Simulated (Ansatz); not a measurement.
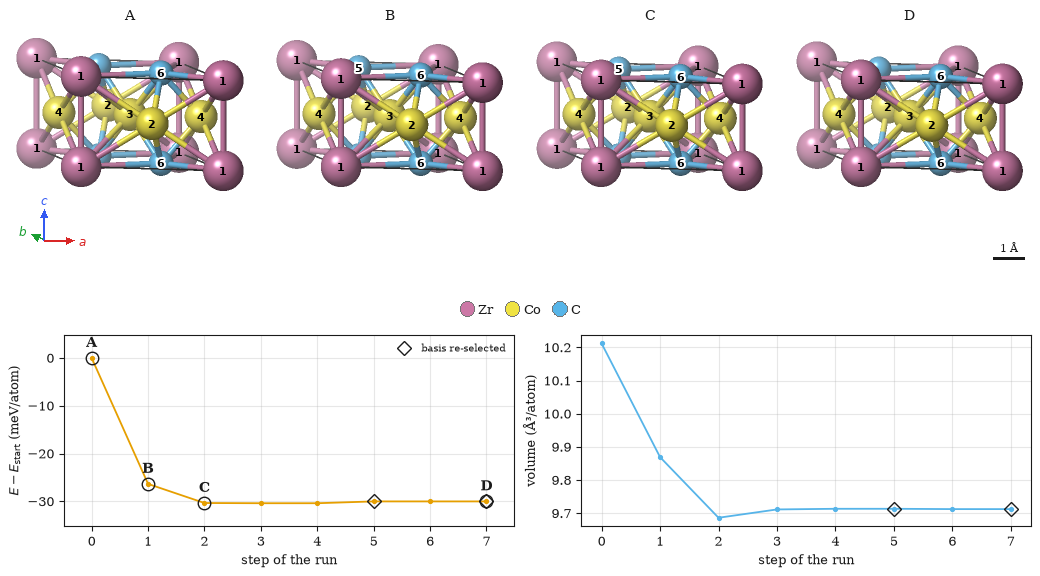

Frames of a relaxation of a crystal of ZrCo$_{3}$C$_{2}$ (a generated structure, set up in P6/mmm), marked on the history of the run. The picture is a ball-and-stick view of the cell of the calculation, reduced to other axes, seen slightly off an axis. Lengths and directions refer to the drawn axes.

The calculation used DFT, PAW plane waves, r2SCAN (Ansatz 0.2.0).

Input
```yaml
crystal:
  lattice:
    - [2.417764, 4.187689, 0.0]
    - [-2.417764, 4.187689, 0.0]
    - [0.0, 0.0, 3.02581]
  atoms:
    - { symbol: Zr, position: [0.0, 0.0, 0.0] }
    - { symbol: Co, position: [0.5, 0.5, 0.5] }
    - { symbol: Co, position: [0.5, 0.0, 0.5] }
    - { symbol: Co, position: [0.0, 0.5, 0.5] }
    - { symbol: C, position: [0.3333, 0.3334, 0.0] }
    - { symbol: C, position: [0.6666, 0.6667, 0.0] }
  symmetry: { tolerance: 0.0003 }
kpoints:
  mp_grid: { grid: [4, 4, 6], shift: [0, 0, 0] }
magnetization:
  spin_polarized: false
scf:
  occupations: { method: gaussian, width: 0.0871 }
  eigensolver: { kind: davidson }
hamiltonian:
  pseudopotentials: { kind: paw }
  xc: r2scan
basis:
  ecutwfc: 500
  precision: f64
output:
  forces: true
  stress: true
  eigenvalues: true
relax:
  max_steps: 40
  cell: {}
```

Command:
```bash
ansatz run input.yaml --threads 1 --pin off --max-ram 2560MiB --backend cpu --events-out ev --progress --plain --runs-dir out
```

### What happens along the run?

The atoms keep their places relative to the cell (all moves are under 0.005 Å). The drawn cell changes as follows: a = b 4.836 → 4.807 Å (−0.6 %), c 3.026 → 2.912 Å (−3.7 %); the volume changes by −4.9 %. Among the contacts that change: Zr1–Zr1 3.026 → 2.912 Å, Co2–C5 2.058 → 2.011 Å, Zr1–Co2 2.852 → 2.810 Å, Zr1–C5 2.792 → 2.775 Å. The space group stays P6/mmm (No. 191). After 5 accepted moves (7 points after the start) the energy has fallen by 30.0 meV per atom. All forces vanish by symmetry, so only the cell relaxes. The pressure goes from −13.68 to 0.00 GPa. The SCF was repeated twice at an unchanged geometry on a basis and grid sized afresh for the cell, which shifted the energy by 0.4 meV per atom at most. Cost: 66 s on 1 thread of Arm Neoverse V2, on a shared host, peak memory 0.52 GiB. From step 0 to 1: volume −3.4 %, energy −26.3 meV per atom. From step 1 to 2: volume −1.9 %, energy −4.0 meV per atom. From step 2 to 7: volume +0.3 %, energy +0.3 meV per atom.

```json
{"step": "0", "E − E(0), meV/atom": "0.00", "pressure, GPa": "-13.68", "volume, Å³/atom": "10.212", "note": ""}
{"step": "1", "E − E(0), meV/atom": "-26.35", "pressure, GPa": "-4.79", "volume, Å³/atom": "9.869", "note": ""}
{"step": "2", "E − E(0), meV/atom": "-30.34", "pressure, GPa": "0.83", "volume, Å³/atom": "9.687", "note": ""}
{"step": "3", "E − E(0), meV/atom": "-30.38", "pressure, GPa": "0.05", "volume, Å³/atom": "9.712", "note": ""}
{"step": "4", "E − E(0), meV/atom": "-30.38", "pressure, GPa": "0.00", "volume, Å³/atom": "9.714", "note": ""}
{"step": "5", "E − E(0), meV/atom": "-30.00", "pressure, GPa": "-0.03", "volume, Å³/atom": "9.714", "note": "same geometry, new basis"}
{"step": "6", "E − E(0), meV/atom": "-30.00", "pressure, GPa": "0.00", "volume, Å³/atom": "9.713", "note": ""}
{"step": "7", "E − E(0), meV/atom": "-30.00", "pressure, GPa": "0.00", "volume, Å³/atom": "9.713", "note": "same geometry, new basis"}
```
